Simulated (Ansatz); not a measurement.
The figure comes from a scan of TiO2 (anatase): volume and axial ratio are varied about the relaxed values (subscript 0). Computed with r2SCAN (plane waves to 500 eV, PAW, scalar-relativistic; Ansatz, a quantum-chemistry and plane-wave program). k mesh 12×12×12 (Γ-centred), Fermi-Dirac smearing 0.05 eV. Compression counts positive. As the atoms are clamped, bonds stretch with the cell, which overstates energies and stresses. TiO2 is run without spin polarisation. TiO2 was relaxed with its symmetry unable to fall. 

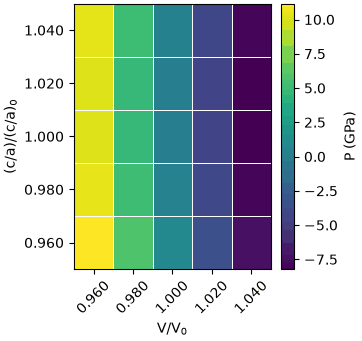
Figure: P (GPa), one tile a computed point.

### Question
Turn the plot into a table (rounded to what can be read).

### Answer
To the nearest 2:

P (GPa), with V/V₀ across and (c/a)/(c/a)₀ down:

| (c/a)/(c/a)₀ \ V/V₀ | 0.960 | 0.980 | 1.000 | 1.020 | 1.040 |
|---|---|---|---|---|---|
| 0.960 | 12 | 6 | 0 | -4 | -8 |
| 0.980 | 10 | 6 | 0 | -4 | -8 |
| 1.000 | 10 | 4 | 0 | -4 | -8 |
| 1.020 | 10 | 4 | 0 | -4 | -8 |
| 1.040 | 10 | 6 | 0 | -4 | -8 |

(Under strain, the slope of the energy per volume gives the stress and its curvature an elastic modulus.)
